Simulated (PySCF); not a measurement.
Consider C6H12F2OSi (SMILES FCC[C@]1(F)COCC[SiH2]1).

```xyz
22

F     2.4518    1.7927    0.3116
C     2.8115    0.4625    0.3461
C     1.8701   -0.3558   -0.5220
C     0.4822   -0.4813    0.1017
F     0.6459   -1.2118    1.2906
C    -0.4282   -1.3075   -0.8148
O    -1.7390   -1.4842   -0.3534
C    -2.5407   -0.3255   -0.3628
C    -2.1816    0.6595    0.7505
Si   -0.3626    1.1851    0.5877
H     3.8415    0.4100   -0.0189
H     2.7632    0.1480    1.3921
H     1.7825    0.1189   -1.4999
H     2.3029   -1.3511   -0.6511
H    -0.0263   -2.3216   -0.9102
H    -0.4335   -0.8295   -1.8081
H    -2.4678    0.1700   -1.3442
H    -3.5624   -0.6953   -0.2359
H    -2.8568    1.5123    0.7064
H    -2.3468    0.1639    1.7074
H    -0.1963    2.1142   -0.5335
H     0.1800    1.6461    1.8601
```

Geometry: GFN2-xTB.

Level of theory: PBE0/pcSseg-1, SCF density, gas phase, non-relativistic (PySCF).

### What will maps of the electron density and electron localisation function show?

C–O (1.40 Å): ρ is about 2.1 e/Å³ halfway, with its minimum of 1.8 e/Å³ about 0.5 Å from C; the ELF peaks at about 0.90 between the atoms (a shared but strongly polarised pair).
C–C (1.52 Å): ρ at the midpoint is about 1.7 e/Å³; the ELF peaks at about 0.95 between the atoms (a shared electron pair).
C–H (1.09 Å): ρ is about 2.1 e/Å³ halfway; the ELF climbs to about 1 towards the hydrogen, as it does in any bond to H; a covalent bond by its length.

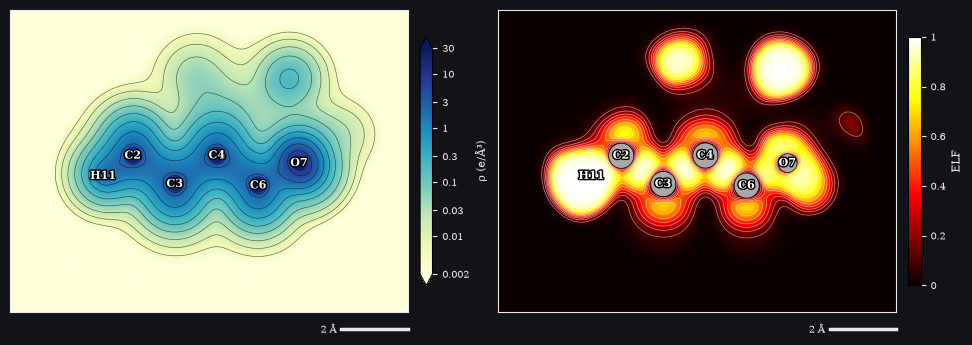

Computed electron density and electron localisation function on the plane of atoms C3, C4 and C6, in this order. Grey discs cover the atomic cores in the ELF map. 
